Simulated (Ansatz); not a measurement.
The calculation's input:

```
crystal:
  periodic: [false, false, false]
  atoms:
    - { symbol: B, position_ang: [0.0, 0.0, 0.0] }
    - { symbol: C, position_ang: [1.0599, 0.0, 1.4549] }
    - { symbol: H, position_ang: [0.0603, -0.3092, 1.8254] }
    - { symbol: H, position_ang: [1.8275, -0.7111, 1.8254] }
    - { symbol: H, position_ang: [1.2919, 1.0203, 1.8254] }
    - { symbol: H, position_ang: [1.3894, 0.0, -0.0408] }
    - { symbol: O, position_ang: [-1.2211, 0.0, -0.705] }
    - { symbol: H, position_ang: [-1.7308, -0.8467, -0.4965] }
basis:
  gaussian: { orbitals: def2-SVP }
hamiltonian:
  xc: pbe0
  dispersion: d4
relax:
  f_tol: 0.15
  max_steps: 25
  restrain:
    - { distance: [1, 5], at: 2.31, k: 30.0 }
    - { distance: [0, 1], at: 1.6, k: 30.0 }
    - { distance: [0, 5], at: 1.19, k: 30.0 }
output:
  orbitals: {}
```

Launched as:

```sh
ansatz run input.yaml --threads 1 --pin off --max-ram 2048MiB --backend cpu --events-out ev --progress --plain --runs-dir out
```

The fields are those of the run's last geometry, not of the input's.

Not at a stationary point (largest force 0.8 eV/Å).

Theory: Ansatz 0.2.0, RKS PBE0-D4/def2-SVP.

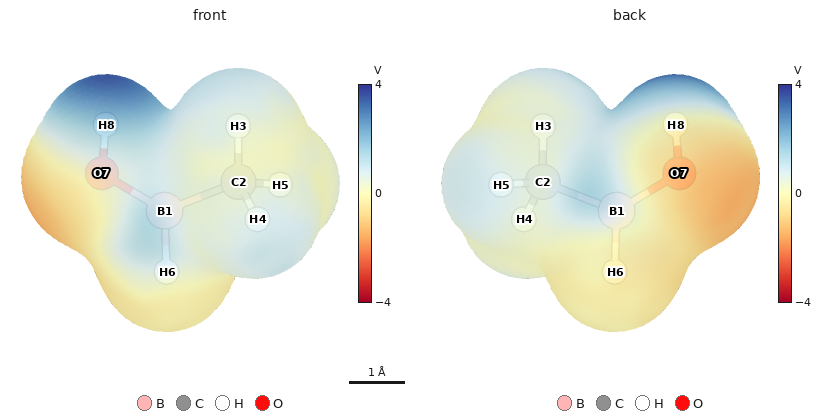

CH₅BO. The electrostatic potential painted on the density surface at 0.004 e/bohr³, seen from the front and from behind; red is negative and blue positive.

Where is the surface potential most negative and most positive?

The most negative region (about −1.5 V, or −35 kcal/mol for a unit charge) lies over O7, the most positive (about +3.5 V, or +81 kcal/mol for a unit charge) over H8. O7 is the likeliest acceptor of a hydrogen bond.
